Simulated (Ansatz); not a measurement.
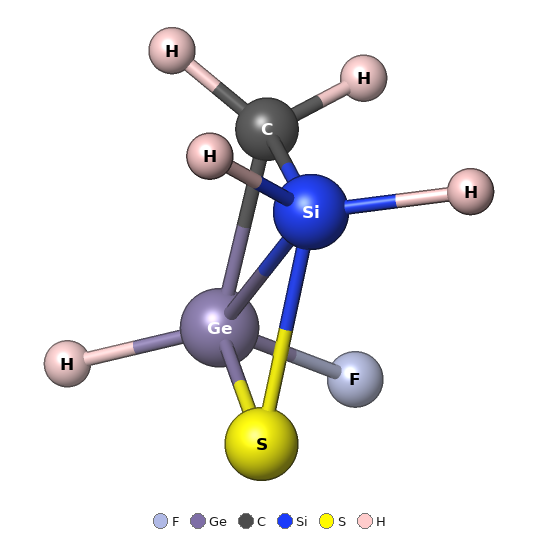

A ball-and-stick model of a molecule. Every bond is drawn as one stick, whatever its order.

Computed geometry: PBE0-D4/def2-TZVP optimisation.

What does the picture show?

Formula CH₅FGeSSi. This geometry has C1 symmetry.

The parts below concern this one geometry. Atoms keep their numbers from picture to picture.

## Dipole moment

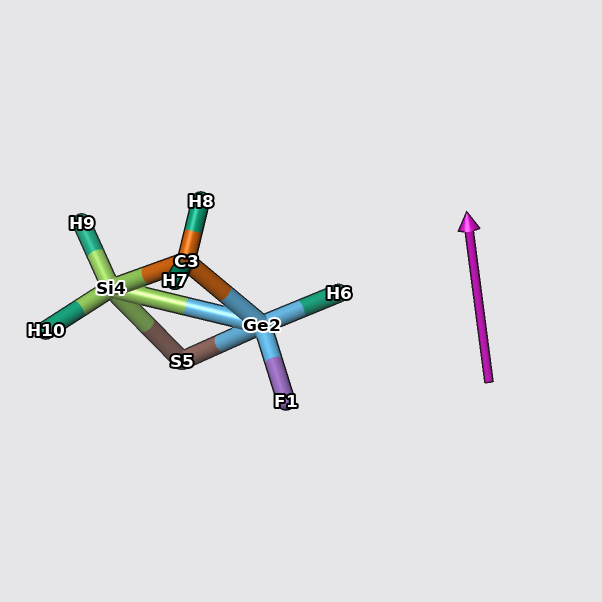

The arrow beside the molecule shows the direction of the dipole moment, from the negative to the positive end (its length means nothing). Properties computed with RKS ωB97M-V/def2-TZVPP (Ansatz 0.2.0).

How large is the dipole moment?

2.78 D; it points from the side of F1 to the side of H8 (the outermost atoms at the two ends).

## Thermal motion

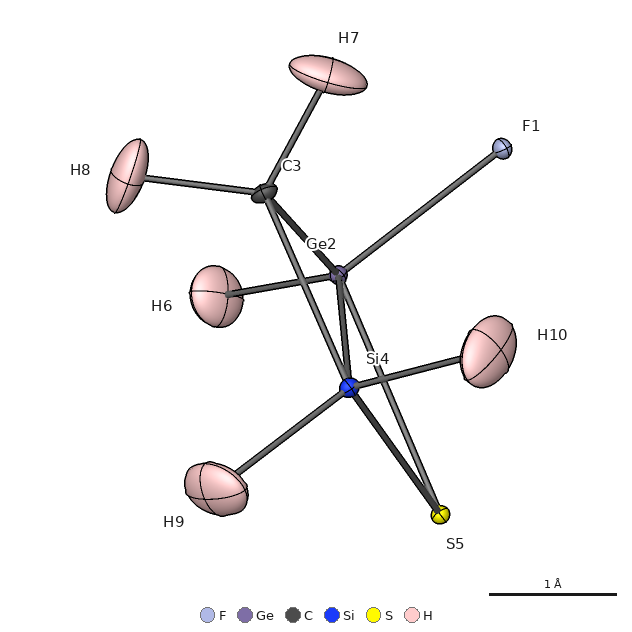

Displacement ellipsoids at the 50 % level, from the internal vibrations of the free molecule (harmonic, no overall translation or rotation; no half-axis is drawn under 0.075 Å). Vibrations computed with RKS PBE0-D4/def2-TZVP (Ansatz 0.2.0). Temperature: 0 K (zero-point motion alone).

Which atom moves most?

H10, with U_eq = 0.0263 Å².

Does H10 move more along its bond or across it?

Across it: the root-mean-square amplitude is 0.095 Å along the bond and up to 0.218 Å across, since bending and torsion are softer than stretching.

List U_eq and the three principal root-mean-square amplitudes for each kind of atom.

```json
{"atom": "F1", "U_eq (Å²)": "0.0033", "rms amplitudes (Å)": "0.034, 0.054, 0.076"}
{"atom": "Ge2", "U_eq (Å²)": "0.00035", "rms amplitudes (Å)": "0.017, 0.018, 0.022"}
{"atom": "C3", "U_eq (Å²)": "0.0030", "rms amplitudes (Å)": "0.042, 0.044, 0.071"}
{"atom": "Si4", "U_eq (Å²)": "0.0015", "rms amplitudes (Å)": "0.024, 0.034, 0.053"}
{"atom": "S5", "U_eq (Å²)": "0.0012", "rms amplitudes (Å)": "0.027, 0.032, 0.042"}
{"atom": "H6", "U_eq (Å²)": "0.0202", "rms amplitudes (Å)": "0.089, 0.158, 0.167"}
{"atom": "H7", "U_eq (Å²)": "0.0233", "rms amplitudes (Å)": "0.087, 0.143, 0.204"}
{"atom": "H8", "U_eq (Å²)": "0.0228", "rms amplitudes (Å)": "0.088, 0.138, 0.204"}
{"atom": "H9", "U_eq (Å²)": "0.0254", "rms amplitudes (Å)": "0.096, 0.153, 0.209"}
{"atom": "H10", "U_eq (Å²)": "0.0263", "rms amplitudes (Å)": "0.092, 0.151, 0.218"}
```

## Charges

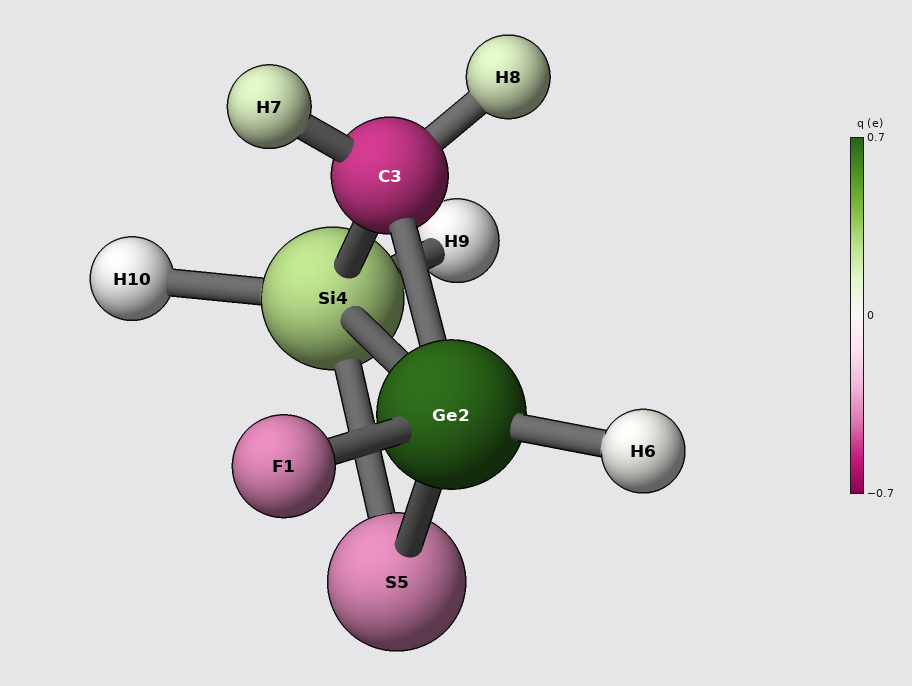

Atoms are coloured by their Mulliken charges. Properties computed with RKS PBE0-D4/def2-TZVP (Ansatz 0.2.0).

Which atom carries the highest charge (most positive or least negative)?

Ge2 (0.67 e).

And the lowest?

C3 (−0.51 e).

Give the Mulliken charges atom by atom.

```csv
atom,value (e)
F1,−0.37
Ge2,0.67
C3,−0.51
Si4,0.27
S5,−0.37
H6,0.02
H7,0.17
H8,0.16
H9,−0.02
H10,−0.01
```

Mulliken values depend strongly on the basis set and can even reverse the polarity of a bond.
